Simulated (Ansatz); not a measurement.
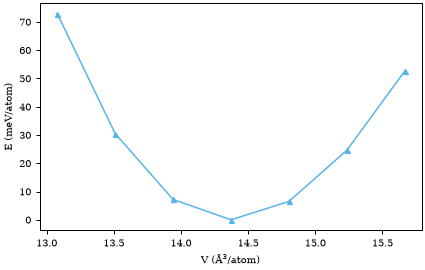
Fig. 1. BaHfO$_{3}$ (cubic perovskite, Pm-3m) under volume change, plane-wave PAW PBEsol (Ansatz code), scaled uniformly.

What does a third-order Birch–Murnaghan fit give for V₀, B₀ and B′?

V₀ = 14.37 Å³/atom, B₀ = 169 GPa, B′ = 4.4.

The PBEsol relaxation kept the symmetry of its start. No spin polarisation was allowed. Spin–orbit coupling is left out wherever it is not named.

Potentials: the later of the program's two PAW sets.
